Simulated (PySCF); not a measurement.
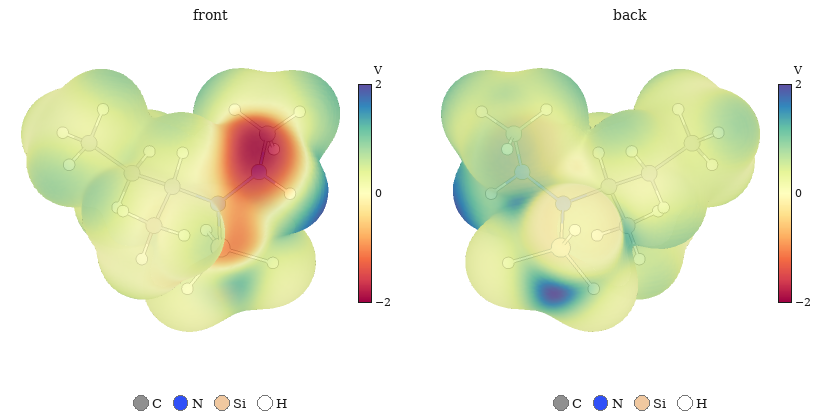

C5H16N2Si. The molecular electrostatic potential painted on the density surface at 0.004 e/bohr³, seen from the front and from behind; red is negative and blue positive.

Geometry: GFN2-xTB.

These are results of PySCF, PBE0/pcSseg-1, SCF density, gas phase, non-relativistic, not measurements.

```yaml
atoms:
  - { symbol: C, position_ang: [-2.6226, 0.6862, -0.6600] }
  - { symbol: C, position_ang: [-1.2313, 0.0794, -0.7943] }
  - { symbol: C, position_ang: [-0.5043, -0.0606, 0.5483] }
  - { symbol: C, position_ang: [-1.1271, -1.1478, 1.4231] }
  - { symbol: N, position_ang: [0.9161, -0.3153, 0.3681] }
  - { symbol: Si, position_ang: [1.5693, -1.4928, -0.7047] }
  - { symbol: N, position_ang: [1.7116, 0.7189, 0.9210] }
  - { symbol: C, position_ang: [2.0918, 1.7386, -0.0420] }
  - { symbol: H, position_ang: [-3.2750, 0.0432, -0.0756] }
  - { symbol: H, position_ang: [-2.5705, 1.6574, -0.1721] }
  - { symbol: H, position_ang: [-3.0710, 0.8208, -1.6418] }
  - { symbol: H, position_ang: [-1.3024, -0.9032, -1.2648] }
  - { symbol: H, position_ang: [-0.6266, 0.7132, -1.4463] }
  - { symbol: H, position_ang: [-0.5682, 0.8929, 1.0864] }
  - { symbol: H, position_ang: [-0.5547, -1.2482, 2.3412] }
  - { symbol: H, position_ang: [-1.1197, -2.1009, 0.9017] }
  - { symbol: H, position_ang: [-2.1516, -0.8945, 1.6803] }
  - { symbol: H, position_ang: [0.7985, -2.7222, -0.5441] }
  - { symbol: H, position_ang: [2.9555, -1.6529, -0.2569] }
  - { symbol: H, position_ang: [1.5836, -1.1305, -2.1346] }
  - { symbol: H, position_ang: [2.5501, 0.2946, 1.3107] }
  - { symbol: H, position_ang: [1.1868, 2.2255, -0.4040] }
  - { symbol: H, position_ang: [2.7046, 2.4783, 0.4698] }
  - { symbol: H, position_ang: [2.6454, 1.3396, -0.9019] }
```

> Where is the surface potential most negative and most positive?

The most negative region (about −1.8 V) lies over N7, the most positive (about +1.8 V) over Si6 and H21. N7 is the likeliest acceptor of a hydrogen bond.

> What dipole moment does the calculation give?

Its dipole moment is 0.72 D.
